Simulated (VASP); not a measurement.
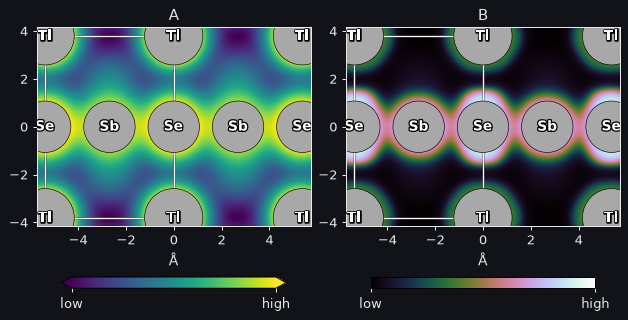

TlSbSe3: 2 fields on the (101̄) plane of the conventional cell, with unlabelled colour scales. Grey discs cover the atomic cores.

Space group Pm-3m; a generated structure, not necessarily the stable one.

All numbers below come from Kohn-Sham DFT of a periodic cell, PBE, VASP PAW PBE potentials, recommended (VASP).

> Which field does each panel show? The fields are: electron localisation function and valence pseudo-density.

Panel A: valence pseudo-density. Panel B: electron localisation function. From the grid: Sb–Se (2.69 Å): ρ is about 0.37 e/Å³ halfway; the ELF peaks at about 0.80 in the valence shell of Se, 2.0 Å from its nucleus, and is about 0.60 at the midpoint. Tl–Se (3.80 Å): the density is about 0.05 e/Å³ at the midpoint; the ELF is about 0.10 at the midpoint: no shared electron pair shows on this line.
